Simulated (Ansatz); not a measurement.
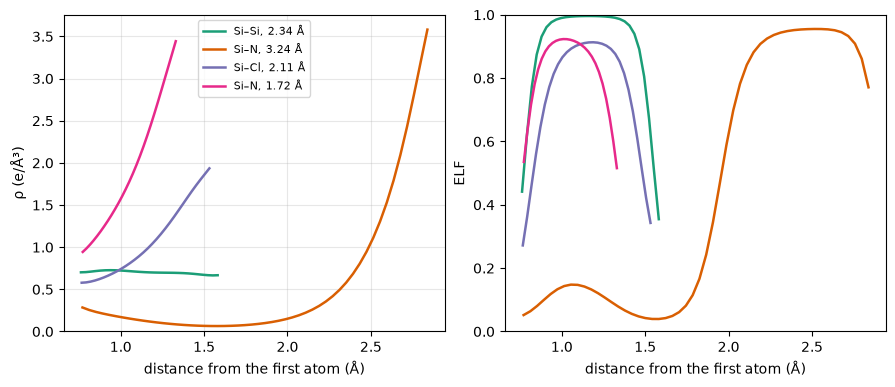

Figure 1: ClH₆NSi₂···NH₃. Electron density and ELF along straight lines between neighbouring atoms. The curves leave out the atomic cores.

The calculation used RHF/6-31G* (Ansatz).

```xyz
14

Si   -0.1807    0.3681   -0.0428
Cl   -0.2045    0.8982    2.0020
Si    2.0426    0.2510   -0.7719
H     2.2379   -0.9069   -1.6660
H     2.3238    1.4752   -1.5643
H     3.0083    0.2137    0.3398
N    -1.0149    1.5126   -1.0119
H    -2.0078    1.6046   -0.9485
H    -0.5895    2.3842   -1.2496
H    -0.9545   -0.8768   -0.0956
N     1.4649   -2.2631    1.1960
H     0.9117   -3.0693    0.9724
H     2.4184   -2.5667    1.2638
H     1.1864   -1.9540    2.1086
```

> What can be read from the curves?

Si–Si (2.34 Å): ρ at the midpoint is about 0.7 e/Å³; the ELF peaks at about 1 between the atoms, as expected for a covalent bond.
Si3···N11 (3.24 Å): the density falls to about 0.06 e/Å³ on the way; the ELF dips to about 0.05 between them.
Si–Cl (2.11 Å): ρ is about 0.81 e/Å³ halfway; the ELF peaks at about 0.90 between the atoms: a shared but strongly polarised pair.
Si–N (1.72 Å): the density is about 1.1 e/Å³ at the midpoint; the ELF peaks at about 0.90 between the atoms, as expected for a polar covalent bond.
